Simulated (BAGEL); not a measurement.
**A workflow on Si3H8 (trisilane)**

Aim: a single-point energy (HF/6-31G*), then the energy (NEVPT2(2,2)/6-31G*), then the energy (CASPT2(2,2)/6-31G*) of Si3H8 (trisilane). 

Program for the calculation: BAGEL 1.2.2.

2 further runs of the same task are left out: 2 set aside as unsound or not needed.

### 1 The structure to begin with

Si3H8 has 11 atoms, charge 0, and is taken as a singlet. As SMILES, `[SiH3][SiH2][SiH3]`. The Si1–H6 distance was set to 2.009 Å, away from the relaxed value. At this shape a bond of the SMILES string is far longer than usual.

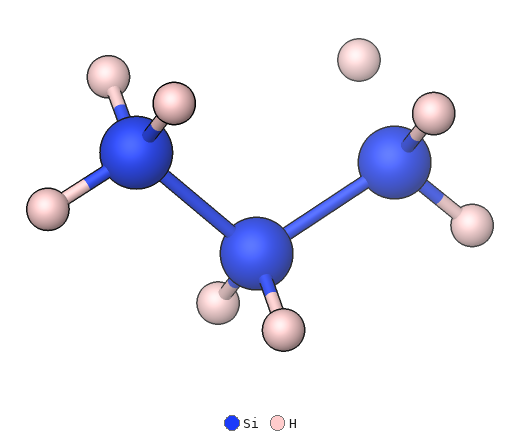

The structure, seen from a chosen angle (silicon blue, hydrogen pink).

### 2 A single-point energy at HF/6-31G(d) (density fitting with svp-jkfit, spherical functions) (run 1)

Input file hf.json:

```json
{ "bagel": [

{
  "title": "molecule",
  "basis": "6-31gs.json",
  "df_basis": "svp-jkfit",
  "angstrom": false,
  "geometry": [
    { "atom": "Si", "xyz": [    -2.35663399,     2.16380633,    -1.87890555 ] },
    { "atom": "Si", "xyz": [    -0.78816130,    -1.94451495,    -1.44625276 ] },
    { "atom": "Si", "xyz": [     3.16987007,    -1.88234296,     0.51730497 ] },
    { "atom": "H", "xyz": [    -4.87616803,     2.16567716,    -3.12584134 ] },
    { "atom": "H", "xyz": [    -0.58305043,     3.70149538,    -3.42621330 ] },
    { "atom": "H", "xyz": [    -2.68821100,     3.77962232,     1.53944649 ] },
    { "atom": "H", "xyz": [    -0.56296264,    -3.14044703,    -3.98574231 ] },
    { "atom": "H", "xyz": [    -2.57926262,    -3.48180716,     0.08954656 ] },
    { "atom": "H", "xyz": [     2.95069963,    -0.71173322,     3.06405107 ] },
    { "atom": "H", "xyz": [     4.96868147,    -0.35888356,    -1.01488497 ] },
    { "atom": "H", "xyz": [     4.20483527,    -4.48026285,     0.80458113 ] }
  ]
},

{
  "title": "hf"
},

{
  "title": "print",
  "file": "orbitals.molden",
  "orbitals": true
}

]}
```

The basis set 6-31G* is read from a file made from the Basis Set Exchange's data (not shown).

Started as:

```sh
BAGEL_NUM_THREADS=1 BAGEL hf.json > hf.out
```

Output:

```text
* using 1 threads per process

  ===============================================================
  ===============================================================

  *** Geometry ***

  { "atom" : "Si", "xyz" : [     -2.356634,      2.163806,     -1.878906 ] },
  { "atom" : "Si", "xyz" : [     -0.788161,     -1.944515,     -1.446253 ] },
  { "atom" : "Si", "xyz" : [      3.169870,     -1.882343,      0.517305 ] },
  { "atom" : "H", "xyz" : [     -4.876168,      2.165677,     -3.125841 ] },
  { "atom" : "H", "xyz" : [     -0.583050,      3.701495,     -3.426213 ] },
  { "atom" : "H", "xyz" : [     -2.688211,      3.779622,      1.539446 ] },
  { "atom" : "H", "xyz" : [     -0.562963,     -3.140447,     -3.985742 ] },
  { "atom" : "H", "xyz" : [     -2.579263,     -3.481807,      0.089547 ] },
  { "atom" : "H", "xyz" : [      2.950700,     -0.711733,      3.064051 ] },
  { "atom" : "H", "xyz" : [      4.968681,     -0.358884,     -1.014885 ] },
  { "atom" : "H", "xyz" : [      4.204835,     -4.480263,      0.804581 ] },

  Number of auxiliary basis functions:      528

  Since a DF basis is specified, we compute 2- and 3-index integrals:
    o Being stored without compression. Storage requirement is 0.021 GB

  Number of basis functions:       70
  Number of electrons      :       50

    * METHOD: MOLECULE                             0.30

  *** RHF ***

  === Nuclear Repulsion ===
   191.3781328646

      * DIIS with orbital gradients will be used.

  === RHF iteration (6-31gs.json) ===
      0       -871.26896252          0.00873132           0.08
      1       -871.32521542          0.00270116           0.07
      2       -871.33042228          0.00063893           0.07
      3       -871.33073313          0.00009705           0.07
      4       -871.33074352          0.00001646           0.07
      5       -871.33074389          0.00000373           0.07
      6       -871.33074391          0.00000087           0.07
      7       -871.33074391          0.00000020           0.07
      8       -871.33074391          0.00000004           0.07
      9       -871.33074391          0.00000001           0.07
    * SCF iteration converged.

    * Permanent dipole moment:
           (   -0.065254,     0.276909,     0.352076) a.u.

    * METHOD: HF                                   0.91

    * METHOD: PRINT                                0.01

  ===============================================================
```

Wall time 1.4 s (1 thread of Arm Neoverse V1, shared host); peak memory 0.15 GiB.

### 3 The energy at NEVPT2(2,2)/6-31G(d) (density fitting with svp-jkfit, spherical functions) (run 2)

Input file input.json:

```json
{ "bagel" : [

{
  "title" : "molecule",
  "basis" : "6-31gs.json",
  "df_basis" : "svp-jkfit",
  "angstrom" : false,
  "geometry" : [
    { "atom" : "Si", "xyz" : [    -2.35663399,     2.16380633,    -1.87890555 ] },
    { "atom" : "Si", "xyz" : [    -0.78816130,    -1.94451495,    -1.44625276 ] },
    { "atom" : "Si", "xyz" : [     3.16987007,    -1.88234296,     0.51730497 ] },
    { "atom" : "H", "xyz" : [    -4.87616803,     2.16567716,    -3.12584134 ] },
    { "atom" : "H", "xyz" : [    -0.58305043,     3.70149538,    -3.42621330 ] },
    { "atom" : "H", "xyz" : [    -2.68821100,     3.77962232,     1.53944649 ] },
    { "atom" : "H", "xyz" : [    -0.56296264,    -3.14044703,    -3.98574231 ] },
    { "atom" : "H", "xyz" : [    -2.57926262,    -3.48180716,     0.08954656 ] },
    { "atom" : "H", "xyz" : [     2.95069963,    -0.71173322,     3.06405107 ] },
    { "atom" : "H", "xyz" : [     4.96868147,    -0.35888356,    -1.01488497 ] },
    { "atom" : "H", "xyz" : [     4.20483527,    -4.48026285,     0.80458113 ] }
  ]
},

{ "title" : "hf" },

{ "title" : "nevpt2", "nstate" : 1, "nact" : 2, "nclosed" : 24, "active" : [24, 26], "maxiter" : 200, "natocc" : true, "ncore" : 15 },

{ "title" : "print", "file" : "orbitals.molden", "orbitals" : true }

]}
```

The basis set 6-31G* is read from a file made from the Basis Set Exchange's data (not shown).

Started as:

```sh
BAGEL_NUM_THREADS=1 BAGEL input.json > input.out
```

Output:

```text
* using 1 threads per process

  ===============================================================
  ===============================================================

  *** Geometry ***

  { "atom" : "Si", "xyz" : [     -2.356634,      2.163806,     -1.878906 ] },
  { "atom" : "Si", "xyz" : [     -0.788161,     -1.944515,     -1.446253 ] },
  { "atom" : "Si", "xyz" : [      3.169870,     -1.882343,      0.517305 ] },
  { "atom" : "H", "xyz" : [     -4.876168,      2.165677,     -3.125841 ] },
  { "atom" : "H", "xyz" : [     -0.583050,      3.701495,     -3.426213 ] },
  { "atom" : "H", "xyz" : [     -2.688211,      3.779622,      1.539446 ] },
  { "atom" : "H", "xyz" : [     -0.562963,     -3.140447,     -3.985742 ] },
  { "atom" : "H", "xyz" : [     -2.579263,     -3.481807,      0.089547 ] },
  { "atom" : "H", "xyz" : [      2.950700,     -0.711733,      3.064051 ] },
  { "atom" : "H", "xyz" : [      4.968681,     -0.358884,     -1.014885 ] },
  { "atom" : "H", "xyz" : [      4.204835,     -4.480263,      0.804581 ] },

  Number of auxiliary basis functions:      528

  Since a DF basis is specified, we compute 2- and 3-index integrals:
    o Being stored without compression. Storage requirement is 0.021 GB

  Number of basis functions:       70
  Number of electrons      :       50

    * METHOD: MOLECULE                             0.30

  *** RHF ***

  === Nuclear Repulsion ===
   191.3781328646

      * DIIS with orbital gradients will be used.

  === RHF iteration (6-31gs.json) ===
      0       -871.26896252          0.00873132           0.08
      1       -871.32521542          0.00270116           0.07
      2       -871.33042228          0.00063893           0.07
      3       -871.33073313          0.00009705           0.07
      4       -871.33074352          0.00001646           0.07
      5       -871.33074389          0.00000373           0.07
      6       -871.33074391          0.00000087           0.07
      7       -871.33074391          0.00000020           0.07
      8       -871.33074391          0.00000004           0.07
      9       -871.33074391          0.00000001           0.07
    * SCF iteration converged.

    * Permanent dipole moment:
           (   -0.065254,     0.276909,     0.352076) a.u.

    * METHOD: HF                                   0.90

    * freezing 15 orbitals
  ---------------------------
      CASSCF calculation
  ---------------------------

    ==== Active orbitals : =====
         Orbital 24
         Orbital 26
    ============================

    * nstate   :      1
    * nclosed  :     24
    * nact     :      2
    * nvirt    :     44
  === CASSCF iteration (6-31gs.json) ===

    * Using the second-order algorithm

      0  0      -871.33254896     4.25e-04      0.03

      1  0      -871.35402353     1.65e-03      0.33

      2  0      -871.35623044     4.25e-04      0.35

      3  0      -871.35633013     1.36e-04      0.36

      4  0      -871.35633613     3.69e-05      0.35

      5  0      -871.35633651     9.63e-06      0.35

      6  0      -871.35633654     2.47e-06      0.34

      7  0      -871.35633654     6.32e-07      0.36

      8  0      -871.35633654     1.61e-07      0.33

      9  0      -871.35633654     4.10e-08      0.32

     10  0      -871.35633654     1.05e-08      0.30

     11  0      -871.35633654     2.67e-09      0.29

    * Second-order optimization converged. *

     guess   0:   closed 1.                   open ..

  === FCI iteration ===

      0  0      -871.32994488     6.93e-02      0.00
      1  0      -871.35632678     1.11e-03      0.00
      2  0 *    -871.35633654     5.58e-16      0.00

     * ci vector, state   0, <S^2> = 0.0000
       2.     0.9823552535
       .2    -0.1870244797

  === DF-NEVPT2 calculation ===

    * 3-index integral transformation done
    * assembly done

      NEVPT2 correlation energy:   -0.2244239987      0.08

          (+0)     -0.2029151751
          (+0)'    -0.0042785143
          (+1)     -0.0040767516
          (+1)'    -0.0000000000
          (+2)     -0.0002316597
          (-1)     -0.0109693589
          (-1)'     0.0000000000
          (-2)     -0.0019525391

      NEVPT2 total energy:       -871.5807605393

    * METHOD: NEVPT2                               4.10

    * METHOD: PRINT                                0.01

  ===============================================================
```

It took 5.7 s on 1 thread of Arm Neoverse V1, shared host; peak memory 0.15 GiB.

### 4 The energy at CASPT2(2,2)/6-31G(d) (density fitting with svp-jkfit, spherical functions) (run 3)

Input file job.json:

```json
{ "bagel": [

{
  "title": "molecule",
  "basis": "6-31gs.json",
  "df_basis": "svp-jkfit",
  "geometry": [
    { "atom": "Si", "xyz": [ -2.35663399,  2.16380633, -1.87890555 ] },
    { "atom": "Si", "xyz": [ -0.78816130, -1.94451495, -1.44625276 ] },
    { "atom": "Si", "xyz": [  3.16987007, -1.88234296,  0.51730497 ] },
    { "atom": "H", "xyz": [ -4.87616803,  2.16567716, -3.12584134 ] },
    { "atom": "H", "xyz": [ -0.58305043,  3.70149538, -3.42621330 ] },
    { "atom": "H", "xyz": [ -2.68821100,  3.77962232,  1.53944649 ] },
    { "atom": "H", "xyz": [ -0.56296264, -3.14044703, -3.98574231 ] },
    { "atom": "H", "xyz": [ -2.57926262, -3.48180716,  0.08954656 ] },
    { "atom": "H", "xyz": [  2.95069963, -0.71173322,  3.06405107 ] },
    { "atom": "H", "xyz": [  4.96868147, -0.35888356, -1.01488497 ] },
    { "atom": "H", "xyz": [  4.20483527, -4.48026285,  0.80458113 ] }
  ]
},
{
  "title": "hf"
},
{
  "title": "casscf",
  "nstate": 1,
  "nact": 2,
  "nclosed": 24,
  "active": [24, 26],
  "maxiter": 200,
  "natocc": true
},
{
  "title": "print",
  "file": "orbitals.molden",
  "orbitals": true
},
{
  "title": "smith",
  "method": "caspt2",
  "ms": true,
  "xms": true,
  "sssr": true,
  "shift": 0.2,
  "shift_imag": true,
  "ncore": 15
}

]}
```

The basis set 6-31G* is read from a file made from the Basis Set Exchange's data (not shown).

Started as:

```sh
BAGEL_NUM_THREADS=1 BAGEL job.json > job.out
```

Output:

```text
* using 1 threads per process

  ===============================================================
  ===============================================================

  *** Geometry ***

  { "atom" : "Si", "xyz" : [     -2.356634,      2.163806,     -1.878906 ] },
  { "atom" : "Si", "xyz" : [     -0.788161,     -1.944515,     -1.446253 ] },
  { "atom" : "Si", "xyz" : [      3.169870,     -1.882343,      0.517305 ] },
  { "atom" : "H", "xyz" : [     -4.876168,      2.165677,     -3.125841 ] },
  { "atom" : "H", "xyz" : [     -0.583050,      3.701495,     -3.426213 ] },
  { "atom" : "H", "xyz" : [     -2.688211,      3.779622,      1.539446 ] },
  { "atom" : "H", "xyz" : [     -0.562963,     -3.140447,     -3.985742 ] },
  { "atom" : "H", "xyz" : [     -2.579263,     -3.481807,      0.089547 ] },
  { "atom" : "H", "xyz" : [      2.950700,     -0.711733,      3.064051 ] },
  { "atom" : "H", "xyz" : [      4.968681,     -0.358884,     -1.014885 ] },
  { "atom" : "H", "xyz" : [      4.204835,     -4.480263,      0.804581 ] },

  Number of auxiliary basis functions:      528

  Since a DF basis is specified, we compute 2- and 3-index integrals:
    o Being stored without compression. Storage requirement is 0.021 GB

  Number of basis functions:       70
  Number of electrons      :       50

    * METHOD: MOLECULE                             0.30

  *** RHF ***

  === Nuclear Repulsion ===
   191.3781328646

      * DIIS with orbital gradients will be used.

  === RHF iteration (6-31gs.json) ===
      0       -871.26896252          0.00873132           0.08
      1       -871.32521542          0.00270116           0.08
      2       -871.33042228          0.00063893           0.08
      3       -871.33073313          0.00009705           0.07
      4       -871.33074352          0.00001646           0.07
      5       -871.33074389          0.00000373           0.07
      6       -871.33074391          0.00000087           0.07
      7       -871.33074391          0.00000020           0.07
      8       -871.33074391          0.00000004           0.07
      9       -871.33074391          0.00000001           0.07
    * SCF iteration converged.

    * Permanent dipole moment:
           (   -0.065254,     0.276909,     0.352076) a.u.

    * METHOD: HF                                   0.92

  ---------------------------
      CASSCF calculation
  ---------------------------

    ==== Active orbitals : =====
         Orbital 24
         Orbital 26
    ============================

    * nstate   :      1
    * nclosed  :     24
    * nact     :      2
    * nvirt    :     44
  === CASSCF iteration (6-31gs.json) ===

    * Using the second-order algorithm

      0  0      -871.33254896     4.25e-04      0.03

      1  0      -871.35402353     1.65e-03      0.32

      2  0      -871.35623044     4.25e-04      0.35

      3  0      -871.35633013     1.36e-04      0.35

      4  0      -871.35633613     3.69e-05      0.35

      5  0      -871.35633651     9.63e-06      0.36

      6  0      -871.35633654     2.47e-06      0.34

      7  0      -871.35633654     6.32e-07      0.36

      8  0      -871.35633654     1.61e-07      0.32

      9  0      -871.35633654     4.10e-08      0.32

     10  0      -871.35633654     1.05e-08      0.29

     11  0      -871.35633654     2.67e-09      0.28

    * Second-order optimization converged. *

     guess   0:   closed 1.                   open ..

  === FCI iteration ===

      0  0      -871.32994488     6.93e-02      0.00
      1  0      -871.35632678     1.11e-03      0.00
      2  0 *    -871.35633654     5.58e-16      0.00

     * ci vector, state   0, <S^2> = 0.0000
       2.     0.9823552535
       .2    -0.1870244797

    * METHOD: CASSCF                               3.87

    * METHOD: PRINT                                0.01

  === SMITH program ===

    * freezing 15 orbitals

    * Approximate memory requirement for SMITH calulation per MPI process:
      o Storage requirement for T-amplitude, lambda, and residual is 0.01 GB
      o Storage requirement for MO integrals is 0.00 GB
    * Calculating and saving rdm4f

    * Zeroth order energy : state  0       -0.7731806735

    * CASPT2 iteration is performed using orthogonal basis

      -------------------------------------------  CASPT2 iteration  ---------------------------------------------------
       #      aibj      arbs      arbi      airj      risj      airs      arst      rist         Etot      error   time
      ------------------------------------------------------------------------------------------------------------------

       0  -0.20124  -0.00245  -0.01126  -0.00448  -0.00035  -0.00375  -0.00000  -0.00000   -0.2235301  0.0010242   0.03
       1  -0.20133  -0.00247  -0.01130  -0.00459  -0.00038  -0.00386   0.00000  -0.00000   -0.2239311  0.0002031   0.03
       2  -0.20134  -0.00247  -0.01130  -0.00459  -0.00038  -0.00386  -0.00000  -0.00000   -0.2239466  0.0000411   0.03
       3  -0.20134  -0.00247  -0.01130  -0.00459  -0.00038  -0.00386  -0.00000  -0.00000   -0.2239471  0.0000085   0.03
       4  -0.20134  -0.00247  -0.01130  -0.00459  -0.00038  -0.00386   0.00000  -0.00000   -0.2239472  0.0000014   0.03
       5  -0.20134  -0.00247  -0.01130  -0.00459  -0.00038  -0.00386  -0.00000  -0.00000   -0.2239472  0.0000003   0.03

      ------------------------------------------------------------------------------------------------------------------

    * CASPT2 energy : state  0     -871.5827103661
        w/o shift correction       -871.5802836926
        reference weight              0.9001265298

    * METHOD: SMITH                                0.34

  ===============================================================
```

Wall time 5.7 s (1 thread of Arm Neoverse V1, shared host); peak memory 0.15 GiB.

### 5 Outcome

| quantity | value |
| --- | --- |
| run 1, HF/6-31G*: total energy | -871.33074 Eh |
| run 1, HF/6-31G*: dipole moment | 1.15 D |
| run 1, HF/6-31G*: HOMO energy | -10.53 eV |
| run 1, HF/6-31G*: LUMO energy | 2.60 eV |
| run 1, HF/6-31G*: HOMO–LUMO gap | 13.13 eV |
| run 2, NEVPT2(2,2)/6-31G*: total energy | -871.58076 Eh |
| run 3, CASPT2(2,2)/6-31G*: total energy | -871.58271 Eh |
